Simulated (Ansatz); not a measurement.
## Si2H5Cl: nudged elastic band (part 1 of 2)

The run: nudged elastic band of Si2H5Cl. Method and program: RKS BLYP/def2-SVP (Ansatz 0.2.0).

The run did not end well. One setting was made poor on purpose. It belongs to a series of runs on one base structure; here: band between the two ends.

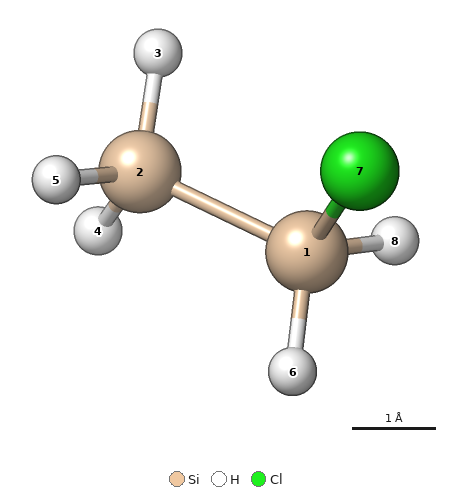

**Figure 1.** The structure as given in the input (ball-and-stick view, seen at a tilt; atoms are numbered from 1 in the order of the input). Bond lengths as drawn: Cl–Si 2.11 Å, H–Si 1.50 Å and Si–Si 2.37 Å.

**What the run reported**

| quantity | value |
| --- | --- |
| outcome | not converged |
| barrier, forward (band not converged) | 1.917 eV |
| barrier, backward | 0.401 eV |
| hardware | 1 thread of Arm Neoverse V2, 24 GiB of memory available, shared host |
| wall time | 8 min |
| peak memory | 0.13 GiB |

**Diagnosis**

The run did not converge: “NEB band did not converge after 60 iterations: max|band force component| = 4.88e-1 eV/Å (threshold 3.0e-2); raise `neb.max_iterations` in a new run, which can start from the last band evaluated (`neb.initial_path`, with `crystal.atoms` and `neb.final_atoms` set to its first and last images), add images, or start from endpoints closer to local minima …” Its last values are not results. A deliberately poor setting: step length.

**The input**
```yaml
crystal:
  periodic: [false, false, false]
  atoms:
    - { symbol: Si, position_ang: [0.386996, 0.008226, -0.06431] }
    - { symbol: Si, position_ang: [1.019012, 0.00247, 2.216811] }
    - { symbol: H, position_ang: [-0.187833, -0.213248, 3.081211] }
    - { symbol: H, position_ang: [2.006318, -1.103126, 2.464554] }
    - { symbol: H, position_ang: [1.651894, 1.315727, 2.56998] }
    - { symbol: H, position_ang: [1.577746, 0.182945, -0.960979] }
    - { symbol: Cl, position_ang: [-0.935263, 1.617858, -0.391882] }
    - { symbol: H, position_ang: [-0.31217, -1.264153, -0.444586] }
basis:
  gaussian: { orbitals: def2-SVP }
hamiltonian:
  xc: blyp
neb:
  order_check: false
  images: 5
  f_tol: 0.03
  max_iterations: 60
  max_displacement: 0.5
  optimiser: lbfgs
  final_atoms:
    - { symbol: Si, position_ang: [-0.69093142, 0.31838227, -0.59564588] }
    - { symbol: Si, position_ang: [1.06590888, 0.1040138, 2.22821203] }
    - { symbol: H, position_ang: [0.39905182, -0.77858073, 3.23555478] }
    - { symbol: H, position_ang: [2.1345574, -0.6139876, 1.4753991] }
    - { symbol: H, position_ang: [1.58679414, 1.35538535, 2.86260183] }
    - { symbol: H, position_ang: [-0.02916666, 0.58981747, 1.24807447] }
    - { symbol: Cl, position_ang: [1.13540553, 0.75599926, -1.64482866] }
    - { symbol: H, position_ang: [-0.39491969, -1.18433082, -0.33856868] }
  initial_path:
    images:
      - { positions_ang: [[0.386996, 0.008226, -0.06431], [1.019012, 0.00247, 2.216811], [-0.187833, -0.213248, 3.081211], [2.006318, -1.103126, 2.464554], [1.651894, 1.315727, 2.56998], [1.577746, 0.182945, -0.960979], [-0.935263, 1.617858, -0.391882], [-0.31217, -1.264153, -0.444586]] }
      - { positions_ang: [[0.25986468, 0.00915384, -0.04423139], [1.11428536, -0.00168993, 2.15701345], [-0.12906531, -0.28393135, 2.8918473], [2.10888825, -1.05166562, 2.48267399], [1.63609281, 1.31943211, 2.56065367], [1.60651172, 0.12659633, -0.61755866], [-0.95613202, 1.66360831, -0.49395405], [-0.43374549, -1.23480468, -0.46564531]] }
      - { positions_ang: [[0.13273336, 0.01008167, -0.02415277], [1.20955871, -0.00584985, 2.09721589], [-0.07029761, -0.3546147, 2.7024836], [2.21145851, -1.00020524, 2.50079397], [1.62029161, 1.32313721, 2.55132735], [1.63527745, 0.07024766, -0.27413832], [-0.97700104, 1.70935861, -0.59602611], [-0.55532098, -1.20545637, -0.48670461]] }
      - { positions_ang: [[0.00560203, 0.01100951, -0.00407416], [1.30483207, -0.01000978, 2.03741834], [-0.01152992, -0.42529805, 2.51311991], [2.31402876, -0.94874486, 2.51891396], [1.60449042, 1.32684232, 2.54200102], [1.66404317, 0.01389899, 0.06928202], [-0.99787007, 1.75510892, -0.69809816], [-0.67689647, -1.17610805, -0.50776392]] }
      - { positions_ang: [[-0.22657578, 0.11346709, -0.20126473], [1.22519101, 0.02799808, 2.10101624], [0.12533066, -0.54305894, 2.75393153], [2.25420497, -0.8371591, 2.17107567], [1.59859166, 1.33635666, 2.64886796], [1.09963989, 0.20587182, 0.46221283], [-0.2867782, 1.42207237, -1.01367499], [-0.58290421, -1.17884898, -0.4513655]] }
      - { positions_ang: [[-0.4587536, 0.21592468, -0.39845531], [1.14554995, 0.06600594, 2.16461413], [0.26219124, -0.66081984, 2.99474316], [2.19438119, -0.72557335, 1.82323739], [1.5926929, 1.34587101, 2.75573489], [0.53523662, 0.39784464, 0.85514365], [0.42431366, 1.08903581, -1.32925182], [-0.48891195, -1.1815899, -0.39496709]] }
      - { positions_ang: [[-0.69093142, 0.31838227, -0.59564588], [1.06590888, 0.1040138, 2.22821203], [0.39905182, -0.77858073, 3.23555478], [2.1345574, -0.6139876, 1.4753991], [1.58679414, 1.35538535, 2.86260183], [-0.02916666, 0.58981747, 1.24807447], [1.13540553, 0.75599926, -1.64482866], [-0.39491969, -1.18433082, -0.33856868]] }
```

Command:
```bash
ansatz run input.yaml --threads 1 --pin off --max-ram 2048MiB --backend cpu --events-out ev --progress --plain --runs-dir out
```

**Log**
```
Engine: ansatz 0.2.0, aarch64-unknown-linux-gnu
Functional definition: BLYP
  parameter beta = 0.0042
  parameter a = 0.04918
  parameter b = 0.132
  parameter c = 0.2533
  parameter d = 0.349
  exchange = b88_x(beta = beta)
  correlation = lyp_c(a = a, b = b, c = c, d = d)
877 factors; their error is unknown
mean field evaluation 1: about -28349.5139 eV, gradient 1.6e1 eV
mean field evaluation 2: about -28350.2972 eV, gradient 9.6e0 eV
mean field evaluation 4: about -28350.6127 eV, gradient 7.3e-1 eV
mean field evaluation 8: about -28350.5363 eV, gradient 1.1e-1 eV
mean field evaluation 16: about -28350.5364 eV, gradient 8.7e-6 eV
mean field -28350.53635855 eV, -1041.8629944928 hartree, gradient 8.7e-6 eV, S^2 0.000000; 0 other end points of the search recorded, 0 dependent functions left out
the calculation of the forces begins
reference -28350.53670188 eV, -1041.8630071100 hartree; 25, 25 occupied and 54, 54 virtual orbitals, 877 factors
877 factors; their error is unknown
mean field evaluation 32: about -28349.0209 eV, gradient 1.7e-5 eV
mean field -28349.02088262 eV, -1041.8073017799 hartree, gradient 1.7e-5 eV, S^2 0.000000; 0 other end points of the search recorded, 0 dependent functions left out
[... from here on the field's lines of each further geometry are left out, up to the last ...]
NEB iter   1: max|band force component| = 2.812e1 eV/Å  barrier→ = 10.9323 eV  barrier← = 9.4168 eV  Δτ_max = 0.5000 Å  (198 SCF iters)
NEB iter   2: max|band force component| = 1.394e1 eV/Å  barrier→ = 6.2592 eV  barrier← = 4.7438 eV  Δτ_max = 0.1501 Å  (146 SCF iters)
NEB iter   3: max|band force component| = 3.995e0 eV/Å  barrier→ = 4.0564 eV  barrier← = 2.5410 eV  Δτ_max = 0.1081 Å  (141 SCF iters)
NEB iter   4: max|band force component| = 2.961e0 eV/Å  barrier→ = 3.2010 eV  barrier← = 1.6855 eV  Δτ_max = 0.2852 Å  (135 SCF iters)
NEB iter   5: max|band force component| = 2.151e0 eV/Å  barrier→ = 2.7159 eV  barrier← = 1.2004 eV  Δτ_max = 0.2376 Å  (142 SCF iters)
NEB iter   6: max|band force component| = 2.196e0 eV/Å  barrier→ = 2.7763 eV  barrier← = 1.2609 eV  Δτ_max = 0.0348 Å  (129 SCF iters)
NEB iter   7: max|band force component| = 2.111e0 eV/Å  barrier→ = 2.6023 eV  barrier← = 1.0869 eV  Δτ_max = 0.2981 Å  (130 SCF iters)
NEB iter   8: max|band force component| = 4.535e0 eV/Å  barrier→ = 2.4639 eV  barrier← = 0.9484 eV  Δτ_max = 0.0749 Å  (135 SCF iters)
NEB iter   9: max|band force component| = 1.421e0 eV/Å  barrier→ = 2.0274 eV  barrier← = 0.5119 eV  Δτ_max = 0.0533 Å  (133 SCF iters)
NEB iter  10: max|band force component| = 7.443e-1 eV/Å  barrier→ = 1.9191 eV  barrier← = 0.4036 eV  Δτ_max = 0.0734 Å  (135 SCF iters)
NEB iter  11: max|band force component| = 8.384e-1 eV/Å  barrier→ = 1.8586 eV  barrier← = 0.3431 eV  Δτ_max = 0.0128 Å  (132 SCF iters)
NEB iter  12: max|band force component| = 6.691e-1 eV/Å  barrier→ = 1.8339 eV  barrier← = 0.3184 eV  Δτ_max = 0.1310 Å  (130 SCF iters)
NEB iter  13: max|band force component| = 1.899e0 eV/Å  barrier→ = 1.9251 eV  barrier← = 0.4096 eV  Δτ_max = 0.0315 Å  (128 SCF iters)
NEB iter  14: max|band force component| = 8.876e-1 eV/Å  barrier→ = 1.9312 eV  barrier← = 0.4157 eV  Δτ_max = 0.0397 Å  (130 SCF iters)
NEB iter  15: max|band force component| = 7.686e-1 eV/Å  barrier→ = 1.9596 eV  barrier← = 0.4442 eV  CI = image 3  Δτ_max = 0.0112 Å  (135 SCF iters)
NEB iter  16: max|band force component| = 7.242e-1 eV/Å  barrier→ = 1.9784 eV  barrier← = 0.4629 eV  CI = image 3  Δτ_max = 0.5000 Å  (109 SCF iters)
NEB iter  17: max|band force component| = 3.550e0 eV/Å  barrier→ = 2.1531 eV  barrier← = 0.6376 eV  CI = image 3  Δτ_max = 0.0519 Å  (143 SCF iters)
NEB iter  18: max|band force component| = 1.235e0 eV/Å  barrier→ = 1.8817 eV  barrier← = 0.3663 eV  CI = image 3  Δτ_max = 0.0546 Å  (132 SCF iters)
NEB iter  19: max|band force component| = 5.445e-1 eV/Å  barrier→ = 1.8554 eV  barrier← = 0.3399 eV  CI = image 4  Δτ_max = 0.0097 Å  (136 SCF iters)
NEB iter  20: max|band force component| = 5.347e-1 eV/Å  barrier→ = 1.8429 eV  barrier← = 0.3274 eV  CI = image 4  Δτ_max = 0.1424 Å  (113 SCF iters)
NEB iter  21: max|band force component| = 7.848e-1 eV/Å  barrier→ = 1.8248 eV  barrier← = 0.3093 eV  CI = image 3  Δτ_max = 0.0122 Å  (132 SCF iters)
NEB iter  22: max|band force component| = 6.739e-1 eV/Å  barrier→ = 1.8164 eV  barrier← = 0.3009 eV  CI = image 3  Δτ_max = 0.1434 Å  (116 SCF iters)
NEB iter  23: max|band force component| = 6.667e-1 eV/Å  barrier→ = 1.8490 eV  barrier← = 0.3335 eV  CI = image 3  Δτ_max = 0.0902 Å  (133 SCF iters)
NEB iter  24: max|band force component| = 8.220e-1 eV/Å  barrier→ = 1.8507 eV  barrier← = 0.3352 eV  CI = image 3  Δτ_max = 0.0134 Å  (133 SCF iters)
NEB iter  25: max|band force component| = 4.222e-1 eV/Å  barrier→ = 1.8400 eV  barrier← = 0.3245 eV  CI = image 3  Δτ_max = 0.0246 Å  (122 SCF iters)
NEB iter  26: max|band force component| = 3.657e-1 eV/Å  barrier→ = 1.8429 eV  barrier← = 0.3275 eV  CI = image 3  Δτ_max = 0.0342 Å  (137 SCF iters)
NEB iter  27: max|band force component| = 6.623e-1 eV/Å  barrier→ = 1.8620 eV  barrier← = 0.3466 eV  CI = image 3  Δτ_max = 0.0107 Å  (135 SCF iters)
NEB iter  28: max|band force component| = 3.707e-1 eV/Å  barrier→ = 1.8562 eV  barrier← = 0.3407 eV  CI = image 3  Δτ_max = 0.0279 Å  (121 SCF iters)
NEB iter  29: max|band force component| = 3.906e-1 eV/Å  barrier→ = 1.8677 eV  barrier← = 0.3522 eV  CI = image 3  Δτ_max = 0.0064 Å  (122 SCF iters)
NEB iter  30: max|band force component| = 3.641e-1 eV/Å  barrier→ = 1.8672 eV  barrier← = 0.3517 eV  CI = image 3  Δτ_max = 0.0438 Å  (122 SCF iters)
NEB iter  31: max|band force component| = 6.244e-1 eV/Å  barrier→ = 1.8974 eV  barrier← = 0.3819 eV  CI = image 3  Δτ_max = 0.0101 Å  (128 SCF iters)
NEB iter  32: max|band force component| = 3.814e-1 eV/Å  barrier→ = 1.8945 eV  barrier← = 0.3790 eV  CI = image 3  Δτ_max = 0.0292 Å  (121 SCF iters)
NEB iter  33: max|band force component| = 4.443e-1 eV/Å  barrier→ = 1.9151 eV  barrier← = 0.3996 eV  CI = image 3  Δτ_max = 0.0068 Å  (123 SCF iters)
NEB iter  34: max|band force component| = 4.098e-1 eV/Å  barrier→ = 1.9158 eV  barrier← = 0.4003 eV  CI = image 3  Δτ_max = 0.0478 Å  (123 SCF iters)
NEB iter  35: max|band force component| = 6.981e-1 eV/Å  barrier→ = 1.9590 eV  barrier← = 0.4436 eV  CI = image 3  Δτ_max = 0.0113 Å  (135 SCF iters)
NEB iter  36: max|band force component| = 4.187e-1 eV/Å  barrier→ = 1.9568 eV  barrier← = 0.4414 eV  CI = image 3  Δτ_max = 0.0323 Å  (122 SCF iters)
NEB iter  37: max|band force component| = 4.962e-1 eV/Å  barrier→ = 1.9867 eV  barrier← = 0.4712 eV  CI = image 3  Δτ_max = 0.0074 Å  (122 SCF iters)
NEB iter  38: max|band force component| = 4.624e-1 eV/Å  barrier→ = 1.9880 eV  barrier← = 0.4726 eV  CI = image 3  Δτ_max = 0.0518 Å  (125 SCF iters)
NEB iter  39: max|band force component| = 7.558e-1 eV/Å  barrier→ = 2.0412 eV  barrier← = 0.5257 eV  CI = image 3  Δτ_max = 0.0122 Å  (134 SCF iters)
NEB iter  40: max|band force component| = 4.570e-1 eV/Å  barrier→ = 2.0382 eV  barrier← = 0.5227 eV  CI = image 3  Δτ_max = 0.0333 Å  (123 SCF iters)
NEB iter  41: max|band force component| = 5.040e-1 eV/Å  barrier→ = 2.0678 eV  barrier← = 0.5524 eV  CI = image 3  Δτ_max = 0.0076 Å  (131 SCF iters)
NEB iter  42: max|band force component| = 4.308e-1 eV/Å  barrier→ = 2.0671 eV  barrier← = 0.5516 eV  CI = image 3  Δτ_max = 0.0446 Å  (125 SCF iters)
NEB iter  43: max|band force component| = 7.084e-1 eV/Å  barrier→ = 2.0993 eV  barrier← = 0.5838 eV  CI = image 3  Δτ_max = 0.0118 Å  (135 SCF iters)
NEB iter  44: max|band force component| = 3.681e-1 eV/Å  barrier→ = 2.0914 eV  barrier← = 0.5759 eV  CI = image 3  Δτ_max = 0.0295 Å  (123 SCF iters)
NEB iter  45: max|band force component| = 4.403e-1 eV/Å  barrier→ = 2.0897 eV  barrier← = 0.5742 eV  CI = image 3  Δτ_max = 0.0077 Å  (136 SCF iters)
NEB iter  46: max|band force component| = 3.499e-1 eV/Å  barrier→ = 2.0810 eV  barrier← = 0.5655 eV  CI = image 3  Δτ_max = 0.0399 Å  (124 SCF iters)
NEB iter  47: max|band force component| = 6.014e-1 eV/Å  barrier→ = 2.0500 eV  barrier← = 0.5345 eV  CI = image 3  Δτ_max = 0.0100 Å  (135 SCF iters)
NEB iter  48: max|band force component| = 3.840e-1 eV/Å  barrier→ = 2.0351 eV  barrier← = 0.5196 eV  CI = image 3  Δτ_max = 0.0293 Å  (122 SCF iters)
NEB iter  49: max|band force component| = 3.943e-1 eV/Å  barrier→ = 1.9938 eV  barrier← = 0.4783 eV  CI = image 3  Δτ_max = 0.0071 Å  (123 SCF iters)
NEB iter  50: max|band force component| = 4.128e-1 eV/Å  barrier→ = 1.9813 eV  barrier← = 0.4658 eV  CI = image 3  Δτ_max = 0.0064 Å  (125 SCF iters)
NEB iter  51: max|band force component| = 4.287e-1 eV/Å  barrier→ = 1.9720 eV  barrier← = 0.4565 eV  CI = image 3  Δτ_max = 0.0065 Å  (102 SCF iters)
NEB iter  52: max|band force component| = 4.425e-1 eV/Å  barrier→ = 1.9635 eV  barrier← = 0.4481 eV  CI = image 3  Δτ_max = 0.0067 Å  (103 SCF iters)
NEB iter  53: max|band force component| = 4.544e-1 eV/Å  barrier→ = 1.9556 eV  barrier← = 0.4402 eV  CI = image 3  Δτ_max = 0.0069 Å  (101 SCF iters)
NEB iter  54: max|band force component| = 4.643e-1 eV/Å  barrier→ = 1.9483 eV  barrier← = 0.4328 eV  CI = image 3  Δτ_max = 0.0071 Å  (99 SCF iters)
NEB iter  55: max|band force component| = 4.722e-1 eV/Å  barrier→ = 1.9415 eV  barrier← = 0.4260 eV  CI = image 3  Δτ_max = 0.0072 Å  (100 SCF iters)
NEB iter  56: max|band force component| = 4.783e-1 eV/Å  barrier→ = 1.9353 eV  barrier← = 0.4198 eV  CI = image 3  Δτ_max = 0.0073 Å  (99 SCF iters)
NEB iter  57: max|band force component| = 4.824e-1 eV/Å  barrier→ = 1.9297 eV  barrier← = 0.4142 eV  CI = image 3  Δτ_max = 0.0074 Å  (97 SCF iters)
NEB iter  58: max|band force component| = 4.847e-1 eV/Å  barrier→ = 1.9248 eV  barrier← = 0.4093 eV  CI = image 3  Δτ_max = 0.0075 Å  (97 SCF iters)
```
